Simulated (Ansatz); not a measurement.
## Ligand exchange: SiH2(SH)2 + GeH2(SH)2 → SiH(SH)3 + GeH3(SH)

Gas-phase species: SiH2(SH)2, singlet; GeH2(SH)2, singlet; SiH(SH)3, singlet; GeH3(SH), singlet. The partners trade H for SH: Si–H and Ge–SH bonds give way to Si–SH and Ge–H.

Shapes, held fixed at every level: PBE0-D4/def2-TZVP. Flexible molecules stand in one conformer, not always the lowest. Programs: Ansatz 0.2.0. The zero-point and thermal change to 298 K, harmonic and unscaled (PBE0-D4/def2-TZVP), is -0.8 kJ/mol.

```json
{"level": "HF/def2-TZVPP", "kind": "Hartree–Fock", "ΔH(298 K) (kJ/mol)": "-3.0", "less CCSD(T)/def2-TZVPP": "+6.9"}
{"level": "PBE-D4/def2-TZVPP", "kind": "GGA", "ΔH(298 K) (kJ/mol)": "-13.8", "less CCSD(T)/def2-TZVPP": "-3.9"}
{"level": "r2SCAN0-D4/def2-TZVPP", "kind": "global hybrid", "ΔH(298 K) (kJ/mol)": "-13.2", "less CCSD(T)/def2-TZVPP": "-3.3"}
{"level": "wB97X-V/def2-TZVPP", "kind": "range-separated hybrid", "ΔH(298 K) (kJ/mol)": "-12.0", "less CCSD(T)/def2-TZVPP": "-2.1"}
{"level": "B2PLYP/def2-TZVPP", "kind": "double hybrid", "ΔH(298 K) (kJ/mol)": "-9.1", "less CCSD(T)/def2-TZVPP": "+0.8"}
{"level": "MP2/def2-TZVPP", "kind": "perturbation theory", "ΔH(298 K) (kJ/mol)": "-12.1", "less CCSD(T)/def2-TZVPP": "-2.2"}
{"level": "CCSD/def2-TZVPP", "kind": "coupled cluster or CI", "ΔH(298 K) (kJ/mol)": "-8.8", "less CCSD(T)/def2-TZVPP": "+1.1"}
{"level": "CCSD(T)/def2-TZVPP", "kind": "coupled cluster or CI", "ΔH(298 K) (kJ/mol)": "-9.9", "less CCSD(T)/def2-TZVPP": "0.0"}
```

The highest level, CCSD(T)/def2-TZVPP, gives ΔH(298 K) = -9.9 kJ/mol; the levels span -13.8 to -3.0. The column of differences is taken from that level and isn't an error. No measured value is set beside it here. Relativity is left out for Ge. Outer-core shells of Ge are correlated, in sets that cover them unevenly.

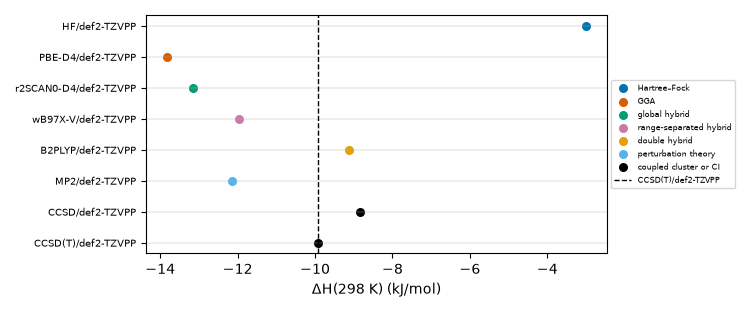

The values of the table, level by level.
